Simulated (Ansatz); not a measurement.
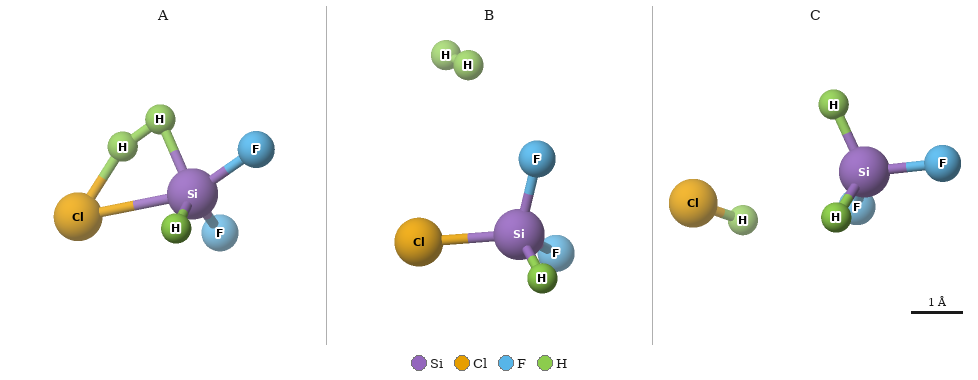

Three geometries of SiH₃ClF₂: a saddle point and the two minima that it joins, in shuffled order. A ball-and-stick model, seen at a tilt. Sticks join atoms that are closer than about 1.2 times the sum of their covalent radii (a little more with hydrogen).

Stationary points at PBE0-D4/def2-TZVP, single-point energies with PBE-QIDH, SPW92 (LDA), B3LYP-D4, wB97M-V (def2-TZVPP where no basis is named; Ansatz 0.2.0). The energies are electronic, without zero-point or thermal terms, and both ends are the minima reached downhill from the saddle, with any fragments still in contact.

Which frame is the transition state, what reaction does it lead through, and what barrier is to be expected?

Frame A is the saddle point. Counted by bonded pieces, B holds H₂ + SiHClF₂ and C holds HCl + SiH₂F₂. From B over the saddle to C, bonds form: H–Si (3.72 → 1.67 → 1.47 Å), Cl–H (4.05 → 1.65 → 1.28 Å). Bonds break: Cl–Si (2.02 → 2.42 → 3.64 Å), H–H (0.75 → 0.94 → 3.44 Å). The saddle has one imaginary mode, 820i cm⁻¹. With PBE-QIDH the barrier is 229.3 kJ/mol from B and 151.0 kJ/mol from C, and C lies 78.3 kJ/mol above B.

```
      level  barrier from B (kJ/mol)  barrier from C (kJ/mol)  C less B (kJ/mol)
   PBE-QIDH                    229.3                    151.0               78.3
SPW92 (LDA)                    160.7                     88.2               72.5
   B3LYP-D4                    228.1                    153.4               74.6
    wB97M-V                    230.5                    152.3               78.2
```

Limits of the set-up: the start holds two separate molecules, 2.8 Å apart at their closest, whose relative position is a soft coordinate.
